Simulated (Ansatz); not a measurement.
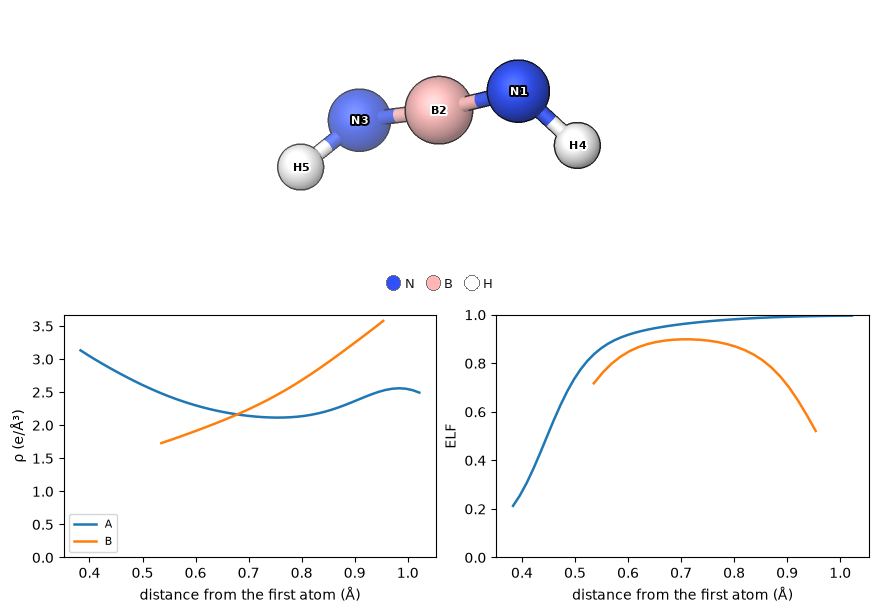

Figure 1: BH2N2 (charge −1). Total electron density and electron localisation function along straight lines between neighbouring atoms. The curves leave out the atomic cores. The structure is drawn too.

These are results of RKS PBE0-D4/def2-SVP in Ansatz, not measurements.

The calculation's input:

```
crystal:
  periodic: [false, false, false]
  atoms:
    - { symbol: "N", position_ang: [-0.2967, 0.92343, -0.92738] }
    - { symbol: B, position_ang: [0.02123, 0.08625, 0.05033] }
    - { symbol: "N", position_ang: [0.37865, -0.53194, 1.1661] }
    - { symbol: H, position_ang: [-1.13906, 0.82693, -1.48679] }
    - { symbol: H, position_ang: [0.11213, -1.05379, -0.19653] }
total_charge: -1
basis:
  gaussian: { orbitals: def2-SVP }
hamiltonian:
  xc: pbe0
  dispersion: d4
relax:
  f_tol: 0.02
  max_steps: 50
output:
  orbitals: {}
```

Run with:

```sh
ansatz run input.yaml --threads 1 --pin off --max-ram 2048MiB --backend cpu --events-out ev --progress --plain --runs-dir out
```

The fields are those of the run's last geometry, not of the input's.

**Which curve belongs to which contact (B–N and N–H)? The first atom named is at distance zero.**

Curve A: N–H (1.02 Å): the density is about 2.6 e/Å³ at the midpoint; the ELF climbs to about 1 towards the hydrogen, as it does in any bond to H; an ordinary covalent bond to hydrogen. Curve B: B–N (1.34 Å): ρ at the midpoint is about 2.1 e/Å³; the ELF peaks at about 0.90 between the atoms, as expected for a polar covalent bond.
